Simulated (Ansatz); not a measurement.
The calculation's input:

```
crystal:
  periodic: [false, false, false]
  atoms:
    - {symbol: Al, position_ang: [0.012765, -1.039946, 0.378115]}
    - {symbol: O, position_ang: [-1.244939, -0.285256, -0.672814]}
    - {symbol: Si, position_ang: [-0.327817, 0.820670, -1.400666]}
    - {symbol: H, position_ang: [-0.010240, -0.574739, 1.881865]}
    - {symbol: H, position_ang: [1.010927, 0.279013, -0.518080]}
    - {symbol: H, position_ang: [0.587474, -2.407282, -0.149440]}
basis:
  gaussian: {orbitals: def2-TZVPD}
output: {forces: true, orbitals: {seedname: orbitals}}
hamiltonian: {xc: pbe0}
```

Run with:

```sh
ansatz run input.yaml --threads 2 --pin off --max-ram 4350MiB --events-out events.jsonl --progress --plain --runs-dir runs
```

Geometry: B3LYP-D4/def2-TZVP.

Computed with isolated molecule in a Gaussian basis; Kohn-Sham density functional theory, functional PBE0 (Ansatz).

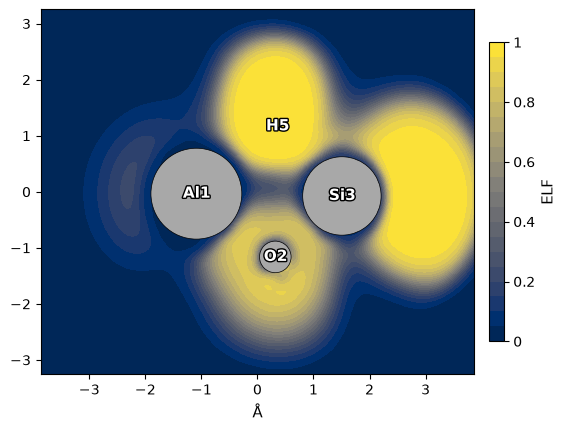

AlH₃OSi. ELF on the plane of atoms Si3, Al1 and H5. Grey discs cover the atomic cores.

> What do the fields say about this system?

Atoms in the plane: Al, O, Si and H. Si–O (1.61 Å): the ELF peaks at about 0.85 between the atoms, as expected for a short, strongly polar bond. Al–O (1.80 Å): the ELF peaks at about 0.85 in the valence shell of O, 0.6 Å from its nucleus, and is about 0.50 at the midpoint. Al–Si (2.60 Å): the ELF is about 0.30 at the midpoint. Si–H (1.69 Å): the ELF climbs to about 1 towards the hydrogen, as it does in any bond to H. The ELF also peaks beside O2 and Si3, away from the bonds: lone-pair regions.
